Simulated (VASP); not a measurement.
Band structure of HgS (zinc blende). These are PBE GGA with D3 dispersion (zero damping), VASP's PBE PAW potentials (set 64) (plane waves; VASP) values and carry that method's errors.

Unless said otherwise, spin-orbit coupling is left out, though it shifts the bands of the heavy elements here.

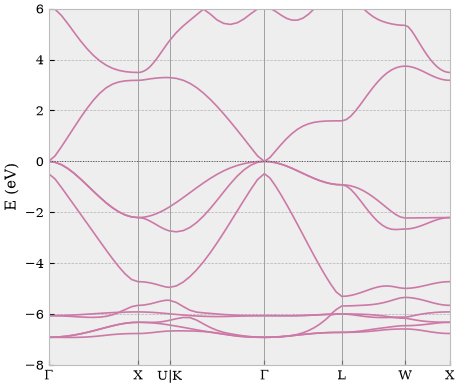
Bands along high-symmetry lines, zero at the valence-band maximum or, without a gap, the Fermi level

Read the plot: is there a gap, and where are the band edges?

It has no gap at this level: it comes out as a metal or semimetal. (Edges off the drawn lines would not show.)

The compound is HgS in the zinc blende structure, metacinnabar; cinnabar is the stable form. It was relaxed first.
